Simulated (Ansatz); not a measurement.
## SnTe: response to strain

Take SnTe in the rock salt structure (space group Fm-3m, No. 225; a = 6.371 Å) as the base.

Strains are applied to the cell and any free atomic positions relax.

Method: Ansatz (a first-principles code) r2SCAN, no spin-orbit coupling, earlier PAW set.

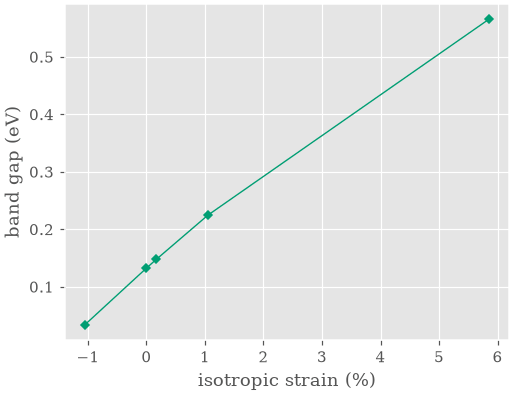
Band gap against isotropic strain

Question: From the plot, what is the band gap for isotropic strain −1.05 %?

Answer: About 0.03 eV.

Question: Is the trend monotonic over the range shown?

Answer: Yes, it rises throughout, spanning zero to 0.57 eV.

With Te present, leaving out spin-orbit coupling can change the band edges. Stability against distortions was not tested. The final runs are not spin-polarised. Gaps under 0.05 eV, about the width of the smearing, are given as zero. A zero or small gap of SnTe can be the functional's error rather than a property of the material.
